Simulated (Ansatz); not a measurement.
## SiNH$_{7}$: molecular dynamics (part 5 of 5)

SiNH$_{7}$; RKS PBE-D4/def2-SVP (Ansatz 0.2.0). It belongs to a series of runs on one base structure; here: dynamics from the highest image of the converged band.

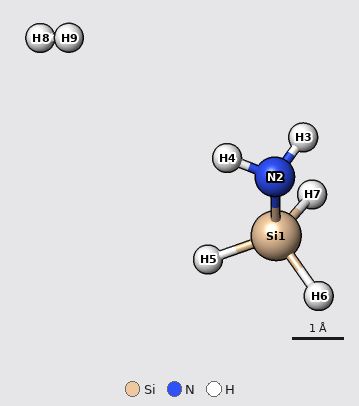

Fig. 1: The geometry at step 173 of the log (ball-and-stick view, seen at a tilt; atoms are numbered from 1 in the order of the input).

### Trajectory as extended XYZ, continued
```
9
Properties=species:S:1:pos:R:3:forces:R:3 step=143 time_fs=71.5 energy=-9470.90806 temperature=1574.8
Si    0.0083    0.0784    0.2093   -0.1266   0.1272   0.0231
N    -0.1269    0.0862    1.9773   -0.0205  -0.5761  -0.3564
H    -0.7414   -0.6865    2.2641    0.0702   0.1211   0.3258
H     0.7162    0.0773    2.5677   -0.1172  -0.0837  -0.2734
H     1.4076    0.0487   -0.3202    0.2750   0.2860   0.1386
H    -0.7459    1.2862   -0.2520    0.0839   0.1288  -0.3148
H    -0.5817   -1.1017   -0.5494   -0.1643  -0.0040   0.4572
H     3.9204   -5.4403   -0.2473    0.9617  -0.4426  -0.6020
H     3.3396   -5.1728    0.1167   -0.9621   0.4432   0.6019
9
Properties=species:S:1:pos:R:3:forces:R:3 step=146 time_fs=73.0 energy=-9470.81472 temperature=1475.4
Si    0.0074    0.0824    0.2177   -0.4109   0.3193  -0.4799
N    -0.1330    0.1003    1.9663    0.0921  -0.6500   0.1520
H    -0.7275   -0.7022    2.2036   -0.0833   0.0492   0.4582
H     0.7053    0.0468    2.5651   -0.1376   0.0007  -0.3326
H     1.3906    0.0205   -0.3205    0.4679   0.3647   0.0488
H    -0.7805    1.2901   -0.2451    0.2797  -0.0969  -0.2772
H    -0.5770   -1.1151   -0.5171   -0.2075   0.0124   0.4308
H     4.0413   -5.5741   -0.2953   -1.5105   0.6989   0.9080
H     3.3732   -5.2652    0.1060    1.5101  -0.6983  -0.9082
9
Properties=species:S:1:pos:R:3:forces:R:3 step=148 time_fs=74.0 energy=-9470.71363 temperature=1365.6
Si    0.0066    0.0853    0.2231   -0.5106   0.4280  -0.8317
N    -0.1370    0.1092    1.9592    0.0316  -0.7705   0.4796
H    -0.7190   -0.7119    2.1686   -0.1323   0.0822   0.4987
H     0.6965    0.0263    2.5595   -0.0609   0.0658  -0.3008
H     1.3845    0.0059   -0.3199    0.5117   0.4023   0.0156
H    -0.8005    1.2918   -0.2438    0.3920  -0.2205  -0.2531
H    -0.5764   -1.1239   -0.4903   -0.2311   0.0121   0.3918
H     4.1071   -5.6564   -0.3183   -2.0010   0.9277   1.1736
H     3.4105   -5.3336    0.0899    2.0006  -0.9271  -1.1737
9
Properties=species:S:1:pos:R:3:forces:R:3 step=151 time_fs=75.5 energy=-9470.75042 temperature=1403.9
Si    0.0051    0.0898    0.2307   -0.4879   0.5050  -1.3613
N    -0.1430    0.1215    1.9490   -0.1872  -1.0037   0.9303
H    -0.7087   -0.7248    2.1250   -0.1483   0.2241   0.5127
H     0.6825   -0.0030    2.5459    0.1416   0.1563  -0.1726
H     1.3844   -0.0086   -0.3188    0.4304   0.4397   0.0178
H    -0.8232    1.2902   -0.2464    0.5017  -0.3248  -0.2325
H    -0.5796   -1.1370   -0.4434   -0.2498   0.0033   0.3058
H     4.1710   -5.7637   -0.3326   -1.3845   0.6441   0.7824
H     3.5011   -5.4523    0.0455    1.3843  -0.6437  -0.7825
9
Properties=species:S:1:pos:R:3:forces:R:3 step=153 time_fs=76.5 energy=-9470.77892 temperature=1432.1
Si    0.0039    0.0931    0.2352   -0.3728   0.4818  -1.6927
N    -0.1471    0.1288    1.9431   -0.3192  -1.1338   1.2115
H    -0.7036   -0.7309    2.1021   -0.1553   0.3226   0.5104
H     0.6746   -0.0208    2.5347    0.2713   0.2092  -0.0779
H     1.3897   -0.0131   -0.3179    0.2976   0.4519   0.0479
H    -0.8324    1.2855   -0.2510    0.5257  -0.3305  -0.2335
H    -0.5846   -1.1456   -0.4083   -0.2470  -0.0015   0.2345
H     4.1964   -5.8273   -0.3323    0.2095  -0.0972  -0.1141
H     3.5787   -5.5394    0.0062   -0.2097   0.0975   0.1139
9
Properties=species:S:1:pos:R:3:forces:R:3 step=156 time_fs=78.0 energy=-9470.60956 temperature=1252.4
Si    0.0019    0.0982    0.2408   -0.1153   0.3303  -2.1039
N    -0.1537    0.1384    1.9357   -0.3447  -1.2110   1.6253
H    -0.6988   -0.7341    2.0768   -0.2048   0.3835   0.5119
H     0.6678   -0.0436    2.5165    0.3503   0.2878   0.0005
H     1.4023   -0.0118   -0.3155    0.0471   0.4482   0.1120
H    -0.8370    1.2725   -0.2621    0.4833  -0.2430  -0.2606
H    -0.5966   -1.1585   -0.3517   -0.2157   0.0040   0.1148
H     4.2457   -5.9279   -0.3379    3.0329  -1.4192  -1.5697
H     3.6839   -5.6649   -0.0470   -3.0331   1.4194   1.5696
9
Properties=species:S:1:pos:R:3:forces:R:3 step=158 time_fs=79.0 energy=-9470.67584 temperature=1320.5
Si    0.0004    0.1018    0.2436    0.0678   0.1600  -2.2881
N    -0.1584    0.1437    1.9322   -0.2222  -1.1685   1.8824
H    -0.6980   -0.7317    2.0661   -0.2671   0.3451   0.5206
H     0.6674   -0.0555    2.5043    0.3044   0.3433  -0.0029
H     1.4117   -0.0055   -0.3127   -0.1125   0.4288   0.1520
H    -0.8342    1.2609   -0.2726    0.4070  -0.1298  -0.2948
H    -0.6072   -1.1671   -0.3124   -0.1772   0.0209   0.0309
H     4.3098   -6.0095   -0.3578    1.9304  -0.9059  -0.9581
H     3.7228   -5.7340   -0.0662   -1.9305   0.9060   0.9580
9
Properties=species:S:1:pos:R:3:forces:R:3 step=160 time_fs=80.0 energy=-9470.73173 temperature=1380.6
Si   -0.0010    0.1055    0.2457    0.2255  -0.0499  -2.3796
N    -0.1633    0.1482    1.9300   -0.0254  -1.0595   2.0884
H    -0.6997   -0.7260    2.0604   -0.3388   0.2573   0.5335
H     0.6698   -0.0640    2.4921    0.2033   0.3944  -0.0311
H     1.4200    0.0048   -0.3084   -0.2397   0.3954   0.1809
H    -0.8276    1.2480   -0.2859    0.3019   0.0126  -0.3378
H    -0.6195   -1.1755   -0.2729   -0.1267   0.0496  -0.0542
H     4.3917   -6.0995   -0.3866   -0.3212   0.1515   0.1544
H     3.7439   -5.7947   -0.0766    0.3210  -0.1513  -0.1545
9
Properties=species:S:1:pos:R:3:forces:R:3 step=163 time_fs=81.5 energy=-9470.61520 temperature=1256.6
Si   -0.0029    0.1109    0.2473    0.3554  -0.3865  -2.3291
N    -0.1706    0.1537    1.9293    0.2696  -0.8245   2.2229
H    -0.7086   -0.7133    2.0615   -0.4125   0.1105   0.5484
H     0.6767   -0.0697    2.4731    0.0382   0.4358  -0.0544
H     1.4279    0.0273   -0.2987   -0.3389   0.3215   0.1949
H    -0.8125    1.2294   -0.3120    0.1239   0.2330  -0.3999
H    -0.6401   -1.1871   -0.2148   -0.0355   0.1099  -0.1828
H     4.5055   -6.2303   -0.4256   -1.9804   0.9351   0.9052
H     3.7846   -5.8900   -0.0963    1.9802  -0.9349  -0.9053
9
Properties=species:S:1:pos:R:3:forces:R:3 step=165 time_fs=82.5 energy=-9470.62002 temperature=1262.1
Si   -0.0040    0.1143    0.2473    0.3373  -0.5795  -2.1807
N    -0.1752    0.1566    1.9308    0.3781  -0.6667   2.1664
H    -0.7194   -0.7032    2.0687   -0.4025   0.0622   0.5451
H     0.6820   -0.0683    2.4598   -0.0288   0.4248  -0.0245
H     1.4293    0.0463   -0.2899   -0.3341   0.2597   0.1831
H    -0.8007    1.2194   -0.3342    0.0210   0.3446  -0.4206
H    -0.6543   -1.1936   -0.1781    0.0291   0.1547  -0.2687
H     4.5597   -6.3072   -0.4416   -2.0378   0.9640   0.9047
H     3.8334   -5.9637   -0.1194    2.0376  -0.9638  -0.9048
9
Properties=species:S:1:pos:R:3:forces:R:3 step=168 time_fs=84.0 energy=-9470.77496 temperature=1428.7
Si   -0.0055    0.1192    0.2460    0.1241  -0.7471  -1.8366
N    -0.1817    0.1601    1.9357    0.3449  -0.4804   1.8757
H    -0.7424   -0.6869    2.0893   -0.2699   0.1116   0.5069
H     0.6895   -0.0588    2.4397   -0.0321   0.3477   0.0972
H     1.4255    0.0792   -0.2735   -0.2223   0.1570   0.1380
H    -0.7829    1.2108   -0.3748   -0.0650   0.3986  -0.3850
H    -0.6750   -1.2004   -0.1280    0.1204   0.2125  -0.3961
H     4.6071   -6.4066   -0.4507   -0.5751   0.2730   0.2435
H     3.9404   -6.0904   -0.1690    0.5750  -0.2729  -0.2436
9
Properties=species:S:1:pos:R:3:forces:R:3 step=170 time_fs=85.0 energy=-9470.76002 temperature=1412.5
Si   -0.0065    0.1220    0.2444   -0.1275  -0.7556  -1.5621
N    -0.1857    0.1620    1.9407    0.2292  -0.3827   1.5825
H    -0.7612   -0.6748    2.1091   -0.1227   0.1987   0.4594
H     0.6941   -0.0482    2.4273    0.0084   0.2702   0.2071
H     1.4202    0.1031   -0.2609   -0.0915   0.0875   0.0956
H    -0.7717    1.2098   -0.4066   -0.0672   0.3465  -0.3052
H    -0.6875   -1.2025   -0.0993    0.1713   0.2353  -0.4771
H     4.6300   -6.4687   -0.4530    1.6722  -0.7946  -0.6775
H     4.0205   -6.1790   -0.2058   -1.6723   0.7947   0.6775
9
Properties=species:S:1:pos:R:3:forces:R:3 step=173 time_fs=86.5 energy=-9470.72198 temperature=1374.4
Si   -0.0080    0.1259    0.2409   -0.5807  -0.6316  -1.1317
N    -0.1915    0.1644    1.9501    0.0745  -0.2223   1.0780
H    -0.7911   -0.6529    2.1469    0.1048   0.3067   0.3697
H     0.7012   -0.0277    2.4128    0.0454   0.1544   0.3513
H     1.4111    0.1404   -0.2404    0.1406  -0.0091   0.0304
H    -0.7559    1.2140   -0.4594   -0.0089   0.1683  -0.1124
H    -0.7030   -1.2014   -0.0649    0.2243   0.2335  -0.5852
H     4.6987   -6.5782   -0.4700    2.7810  -1.3269  -1.0446
H     4.1063   -6.2955   -0.2475   -2.7811   1.3270   1.0445
9
Properties=species:S:1:pos:R:3:forces:R:3 step=175 time_fs=87.5 energy=-9470.84022 temperature=1499.6
Si   -0.0093    0.1282    0.2380   -0.8576  -0.4911  -0.8484
N    -0.1953    0.1658    1.9573    0.0754  -0.0800   0.7376
H    -0.8101   -0.6347    2.1766    0.2106   0.3132   0.3106
H     0.7064   -0.0120    2.4070    0.0065   0.0966   0.4029
H     1.4064    0.1652   -0.2262    0.2782  -0.0652  -0.0016
H    -0.7456    1.2192   -0.4961    0.0456   0.0215   0.0427
H    -0.7107   -1.1979   -0.0489    0.2413   0.2049  -0.6437
H     4.7765   -6.6665   -0.4936    0.5272  -0.2520  -0.1881
H     4.1316   -6.3580   -0.2630   -0.5273   0.2521   0.1880
9
Properties=species:S:1:pos:R:3:forces:R:3 step=178 time_fs=89.0 energy=-9470.75853 temperature=1413.9
Si   -0.0117    0.1313    0.2333   -1.1134  -0.2566  -0.4404
N    -0.2008    0.1678    1.9691    0.2719   0.1879   0.2460
H    -0.8348   -0.6020    2.2267    0.2560   0.2086   0.2396
H     0.7140    0.0132    2.4057   -0.1509   0.0481   0.4049
H     1.4046    0.2012   -0.2051    0.3873  -0.1373  -0.0143
H    -0.7291    1.2268   -0.5500    0.1096  -0.1740   0.2689
H    -0.7179   -1.1891   -0.0364    0.2395   0.1233  -0.7046
H     4.8974   -6.8009   -0.5306   -1.8166   0.8716   0.6100
H     4.1651   -6.4496   -0.2848    1.8165  -0.8715  -0.6101
9
Properties=species:S:1:pos:R:3:forces:R:3 step=180 time_fs=90.0 energy=-9470.70927 temperature=1360.9
Si   -0.0138    0.1333    0.2299   -1.1375  -0.1137  -0.1806
N    -0.2042    0.1693    1.9772    0.4675   0.3721  -0.0702
H    -0.8482   -0.5776    2.2630    0.2220   0.0980   0.2026
H     0.7176    0.0306    2.4096   -0.2713   0.0346   0.3753
H     1.4079    0.2237   -0.1911    0.3702  -0.1801   0.0039
H    -0.7169    1.2301   -0.5831    0.1259  -0.2610   0.3934
H    -0.7199   -1.1816   -0.0365    0.2233   0.0501  -0.7243
H     4.9593   -6.8815   -0.5489   -2.1749   1.0451   0.7030
H     4.2062   -6.5197   -0.3056    2.1748  -1.0450  -0.7031
9
Properties=species:S:1:pos:R:3:forces:R:3 step=183 time_fs=91.5 energy=-9470.81803 temperature=1477.8
Si   -0.0177    0.1362    0.2247   -0.9610   0.0415   0.1977
N    -0.2088    0.1721    1.9891    0.6674   0.5660  -0.5165
H    -0.8645   -0.5395    2.3210    0.1477  -0.0275   0.1344
H     0.7177    0.0573    2.4222   -0.3633   0.0294   0.3270
H     1.4191    0.2540   -0.1700    0.2191  -0.2403   0.0595
H    -0.6964    1.2303   -0.6253    0.1016  -0.3038   0.5169
H    -0.7189   -1.1698   -0.0496    0.1886  -0.0653  -0.7190
H     5.0148   -6.9845   -0.5644   -1.2237   0.5895   0.3722
H     4.3052   -6.6427   -0.3488    1.2236  -0.5894  -0.3722
9
Properties=species:S:1:pos:R:3:forces:R:3 step=185 time_fs=92.5 energy=-9470.84878 temperature=1509.3
Si   -0.0207    0.1382    0.2213   -0.7413   0.0848   0.4487
N    -0.2113    0.1744    1.9967    0.6543   0.5972  -0.7731
H    -0.8735   -0.5143    2.3614    0.1277  -0.0388   0.0564
H     0.7136    0.0755    2.4346   -0.3288   0.0328   0.3056
H     1.4294    0.2714   -0.1553    0.0668  -0.2768   0.1019
H    -0.6815    1.2268   -0.6475    0.0536  -0.2703   0.5503
H    -0.7160   -1.1625   -0.0670    0.1676  -0.1290  -0.6898
H     5.0362   -7.0456   -0.5699    0.7407  -0.3573  -0.2136
H     4.3868   -6.7323   -0.3824   -0.7408   0.3574   0.2136
9
Properties=species:S:1:pos:R:3:forces:R:3 step=188 time_fs=94.0 energy=-9470.72560 temperature=1380.5
Si   -0.0256    0.1411    0.2166   -0.3506   0.0307   0.8301
N    -0.2142    0.1786    2.0071    0.4260   0.5008  -1.0561
H    -0.8846   -0.4769    2.4226    0.1572   0.0457  -0.1243
H     0.7020    0.1034    2.4585   -0.1604   0.0509   0.2788
H     1.4456    0.2924   -0.1313   -0.1681  -0.3203   0.1508
H    -0.6584    1.2170   -0.6709   -0.0588  -0.1326   0.5250
H    -0.7086   -1.1540   -0.1052    0.1548  -0.1753  -0.6042
H     5.0888   -7.1472   -0.5839    3.2494  -1.5733  -0.8487
H     4.4887   -6.8567   -0.4271   -3.2494   1.5734   0.8487
9
Properties=species:S:1:pos:R:3:forces:R:3 step=190 time_fs=95.0 energy=-9470.83386 temperature=1493.6
Si   -0.0291    0.1431    0.2137   -0.0984  -0.0893   1.0840
N    -0.2157    0.1818    2.0131    0.2326   0.3877  -1.1670
H    -0.8902   -0.4516    2.4621    0.1818   0.1215  -0.2668
H     0.6920    0.1226    2.4779   -0.0324   0.0734   0.2401
H     1.4547    0.3027   -0.1136   -0.2940  -0.3376   0.1650
H    -0.6436    1.2087   -0.6802   -0.1530   0.0069   0.4629
H    -0.7017   -1.1504   -0.1380    0.1634  -0.1627  -0.5182
H     5.1584   -7.2317   -0.6023    1.5206  -0.7380  -0.3690
H     4.5221   -6.9229   -0.4478   -1.5207   0.7380   0.3690
9
Properties=species:S:1:pos:R:3:forces:R:3 step=193 time_fs=96.5 energy=-9470.81531 temperature=1475.4
Si   -0.0343    0.1460    0.2102    0.2057  -0.3637   1.4397
N    -0.2178    0.1871    2.0206    0.0812   0.2393  -1.2279
H    -0.8954   -0.4113    2.5163    0.1481   0.1777  -0.4468
H     0.6767    0.1528    2.5109    0.0667   0.1171   0.1033
H     1.4628    0.3121   -0.0841   -0.3989  -0.3405   0.1536
H    -0.6244    1.1969   -0.6861   -0.3014   0.2507   0.3273
H    -0.6885   -1.1477   -0.1962    0.1986  -0.0807  -0.3493
H     5.2829   -7.3681   -0.6350   -1.4880   0.7241   0.3281
H     4.5521   -7.0125   -0.4739    1.4879  -0.7240  -0.3281
9
Properties=species:S:1:pos:R:3:forces:R:3 step=195 time_fs=97.5 energy=-9470.73029 temperature=1383.9
Si   -0.0378    0.1478    0.2085    0.3339  -0.5654   1.6352
N    -0.2191    0.1909    2.0245    0.1233   0.1875  -1.2210
H    -0.8970   -0.3823    2.5473    0.0559   0.1546  -0.5113
H     0.6672    0.1743    2.5344    0.0481   0.1434  -0.0465
H     1.4636    0.3142   -0.0625   -0.4027  -0.3257   0.1253
H    -0.6150    1.1917   -0.6859   -0.3866   0.4025   0.2344
H    -0.6774   -1.1470   -0.2395    0.2282   0.0030  -0.2160
H     5.3521   -7.4524   -0.6537   -2.1734   1.0593   0.4522
H     4.5858   -7.0789   -0.4943    2.1734  -1.0592  -0.4522
9
Properties=species:S:1:pos:R:3:forces:R:3 step=198 time_fs=99.0 energy=-9470.78235 temperature=1439.8
Si   -0.0427    0.1501    0.2069    0.3892  -0.7959   1.8179
N    -0.2208    0.1968    2.0289    0.3161   0.1768  -1.1977
H    -0.8989   -0.3364    2.5846   -0.1596   0.0539  -0.5140
H     0.6536    0.2091    2.5682   -0.0404   0.1608  -0.3067
H     1.4578    0.3117   -0.0281   -0.3082  -0.2790   0.0580
H    -0.6080    1.1914   -0.6816   -0.4592   0.5461   0.1450
H    -0.6565   -1.1456   -0.3077    0.2620   0.1373  -0.0024
H     5.4179   -7.5603   -0.6740   -1.7013   0.8310   0.3233
H     4.6745   -7.1971   -0.5328    1.7012  -0.8309  -0.3233
9
Properties=species:S:1:pos:R:3:forces:R:3 step=200 time_fs=100.0 energy=-9470.85053 temperature=1511.6
Si   -0.0458    0.1513    0.2067    0.3344  -0.8511   1.8482
N    -0.2217    0.2009    2.0307    0.4216   0.1807  -1.1983
H    -0.9018   -0.3050    2.6034   -0.3045  -0.0176  -0.4790
H     0.6441    0.2342    2.5874   -0.0758   0.1537  -0.4512
H     1.4501    0.3066   -0.0044   -0.1869  -0.2336   0.0018
H    -0.6087    1.1976   -0.6769   -0.4561   0.5552   0.1416
H    -0.6395   -1.1432   -0.3535    0.2675   0.2125   0.1368
H     5.4410   -7.6220   -0.6834   -0.1633   0.0798   0.0290
H     4.7544   -7.2860   -0.5624    0.1633  -0.0797  -0.0290
```

This output came from the following input.

### The input
```yaml
crystal:
  periodic: [false, false, false]
  atoms:
    - { symbol: Si, position_ang: [0.107128, -0.041252, 0.101552] }
    - { symbol: "N", position_ang: [0.09739, -0.310061, 2.014548] }
    - { symbol: H, position_ang: [-0.823886, -0.389834, 2.474093] }
    - { symbol: H, position_ang: [0.676593, 0.358692, 2.545301] }
    - { symbol: H, position_ang: [1.379884, 0.430024, -0.544689] }
    - { symbol: H, position_ang: [-0.694986, 1.267768, 0.19118] }
    - { symbol: H, position_ang: [-0.817672, -0.919958, -0.691036] }
    - { symbol: H, position_ang: [1.040625, -1.622516, 0.51285] }
    - { symbol: H, position_ang: [0.684123, -1.275066, 1.575702] }
basis:
  gaussian: { orbitals: def2-SVP }
hamiltonian:
  xc: pbe
  dispersion: d4
md:
  timestep: 0.5
  n_steps: 200
  ensemble: nve
  temperature: 100.0
  initial_velocities: maxwell_boltzmann
  seed: 10993
```

Command:
```bash
ansatz run input.yaml --threads 2 --pin off --max-ram 3072MiB --backend cpu --events-out ev --progress --plain --runs-dir out
```

### Results in brief

| quantity | value |
| --- | --- |
| outcome | finished |
| mean temperature over the second half | 1434 K |
| trajectory | 200 steps, 100 fs |
| ensemble | nve |
| temperature in the input | 100.0 K |
| time step | 0.5 fs |
| potential energy (last step) | −9470.8506 eV |
| mean-field energy (last step) | −9470.7651 eV |
| largest force (length of the vector) (last step) | 2.062 eV/Å |
| hardware | 2 threads of Arm Neoverse V2, 24 GiB of memory available, shared host |
| wall time | 2 min (CPU time 3.8 min) |
| peak memory | 0.11 GiB |

### Notes

So short a trajectory is not equilibrated.
